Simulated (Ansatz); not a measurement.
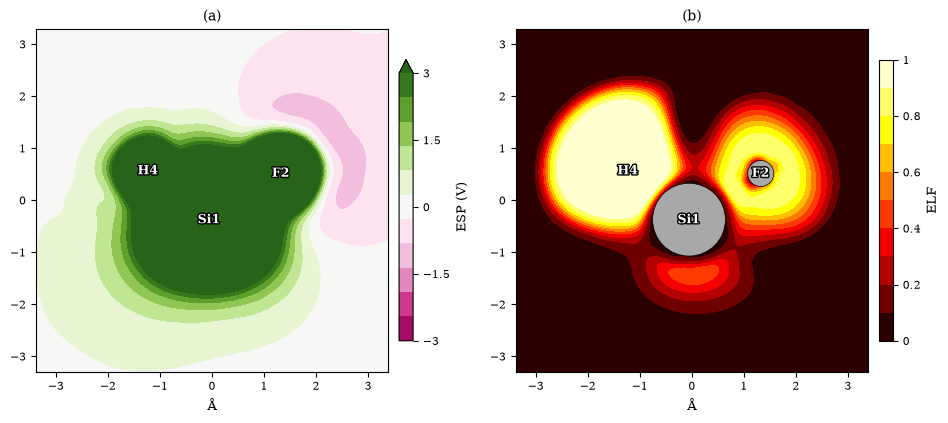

The picture shows: FH$_{3}$Si. (a) molecular electrostatic potential; (b) electron localisation function on the plane of atoms F2, Si1 and H4. Grey discs cover the atomic cores in the ELF map.

Level of theory: RKS PBE/def2-SVP (Ansatz 0.2.0).

Input file:

```
crystal:
  periodic: [false, false, false]
  atoms:
    - { symbol: Si, position_ang: [0.0, 0.0, 0.0] }
    - { symbol: F, position_ang: [0.0, 0.0, 1.59] }
    - { symbol: H, position_ang: [1.3768, 0.0, -0.4862] }
    - { symbol: H, position_ang: [-0.6877, 1.1914, -0.4862] }
    - { symbol: H, position_ang: [-0.6877, -1.1914, -0.4862] }
basis:
  gaussian: { orbitals: def2-SVP }
hamiltonian:
  xc: pbe
relax:
  f_tol: 0.02
  max_steps: 40
output:
  orbitals: {}
```

Command:

```sh
ansatz run input.yaml --threads 1 --pin off --max-ram 2048MiB --backend cpu --events-out ev --progress --plain --runs-dir out
```

The fields are those of the run's last geometry, not of the input's.

Question: What do the fields say about this system?

Answer: Atoms in the plane: Si, F and H.
Si–F (1.64 Å): the ELF peaks at about 0.85 in the valence shell of F, 0.7 Å from its nucleus, and is about 0.35 at the midpoint.
Si–H (1.50 Å): the ELF climbs to about 1 towards the hydrogen, as it does in any bond to H.
The ELF also peaks beside F2, away from the bonds: lone-pair regions.
Outside the dense part of the molecule the potential is most negative (−1.0 V) near F2.
